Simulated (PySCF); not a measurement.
**C2HCl2 (SMILES [CH]=C(Cl)Cl) at UHF/def2-mTZVPP (density fitting)**

Aim: the energy difference between two shapes of C2HCl2 at UHF/def2-mTZVPP (density fitting), from 2 runs. The job is set up through a Python script.

The calculation is run with PySCF 2.14.0.

6 further runs of the same task are left out: 4 that didn't finish, 2 set aside as unsound or not needed.

## 1. The structure to begin with

C2HCl2: 5 atoms, total charge 0, spin state doublet. SMILES: `[CH]=C(Cl)Cl`. Geometry: relaxed at GFN2-xTB.

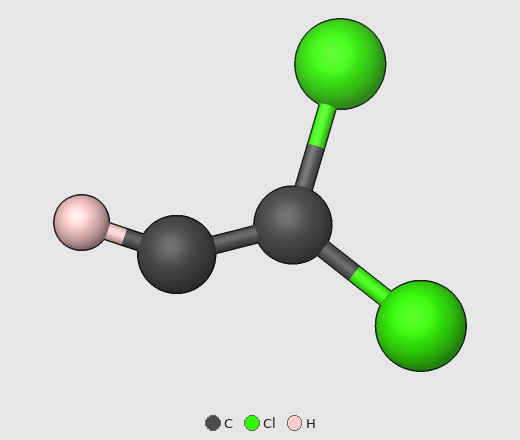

The structure, seen from a chosen angle (carbon dark grey, chlorine green, hydrogen pink).

## 2. The stability of the SCF solution at UHF/def2-mTZVPP (density fitting)

calc.py reads:

```python
# [CH]=C(Cl)Cl
from pyscf import gto, scf
from pyscf import df

molecule = gto.M(
    atom='''
C     -0.005870     0.986130     0.121480
C      0.156830    -0.278840     0.073800
Cl     1.405880    -1.182510     0.827250
Cl    -0.968320    -1.340400    -0.844390
H     -0.588520     1.815610    -0.178140
''',
    max_memory=1860,
    verbose=4,
    spin=1,
    basis='def2-mtzvpp',
)

mf = scf.UHF(molecule)
mf = mf.density_fit(auxbasis=df.aug_etb(molecule, beta=2.0))
mf.kernel()

e_tot = mf.e_tot
print('Final energy', e_tot)
mo_i, mo_e, stable_i, stable_e = mf.stability(internal=True, external=True, return_status=True)
print('stable: internal', stable_i, 'external', stable_e)
```

Started as:

```bash
$ OMP_NUM_THREADS=1 python calc.py
```

Standard output:

```text
PySCF version 2.14.0

[... 123 lines left out ...]
converged SCF energy = -995.250873435637  <S^2> = 0.9499448  2S+1 = 2.1908398
Final energy -995.2508734356365
[... 6 lines left out ...]
stable: internal True external True
```

It took 64 s on 1 thread of Arm Neoverse V2, shared host; peak memory 0.18 GiB.

## 3. The distorted shape, same level

input.py reads:

```python
from pyscf import gto, scf
from pyscf import df

molecule = gto.M(
    atom='''
C      0.053258     0.944896     0.070570
C      0.164497    -0.195342    -0.025727
Cl     1.415433    -1.189409     0.861915
Cl    -0.990421    -1.379247    -0.782508
H     -0.547168     1.823715    -0.128068
''',
    max_memory=1860,
    verbose=4,
    charge=0,
    spin=1,
    basis='def2-mtzvpp',
)

mf = scf.UHF(molecule)
mf = mf.density_fit(auxbasis=df.aug_etb(molecule, beta=2.0))
mf.kernel()

energy = mf.e_tot
print('Final energy', energy)
mo_i, mo_e, stable_i, stable_e = mf.stability(internal=True, external=True, return_status=True)
print('stable: internal', stable_i, 'external', stable_e)
```

Started as:

```bash
$ OMP_NUM_THREADS=1 python input.py
```

Standard output:

```text
PySCF version 2.14.0

[... 115 lines left out ...]
converged SCF energy = -995.21160844883  <S^2> = 0.81890459  2S+1 = 2.0677568
Final energy -995.21160844883
[... 6 lines left out ...]
stable: internal True external True
```

It took 75 s on 1 thread of Arm Neoverse V2, shared host; peak memory 0.18 GiB.

## 4. Summary of results

Level: UHF/def2-mTZVPP (density fitting).

| quantity | value |
| --- | --- |
| first shape: total energy | -995.25087 Eh |
| first shape: dipole moment | 1.72 D |
| first shape: HOMO energy (highest over α and β) | -10.53 eV |
| first shape: LUMO energy (lowest over α and β) | 1.55 eV |
| first shape: ⟨S²⟩ | 0.950 |
| distorted shape: total energy | -995.21161 Eh |
| distorted shape: dipole moment | 2.30 D |
| distorted shape: HOMO energy (highest over α and β) | -11.32 eV |
| distorted shape: LUMO energy (lowest over α and β) | 0.78 eV |
| distorted shape: ⟨S²⟩ | 0.819 |
| energy change with the atoms displaced | 1.068 eV |

In words: With the atoms displaced the energy rises by 1.07 eV (103 kJ/mol). The first shape isn't relaxed at this level, so the change isn't measured from a minimum. ⟨S²⟩ (first shape) is 0.95 where a pure doublet has 0.75: the reference is spin-contaminated.
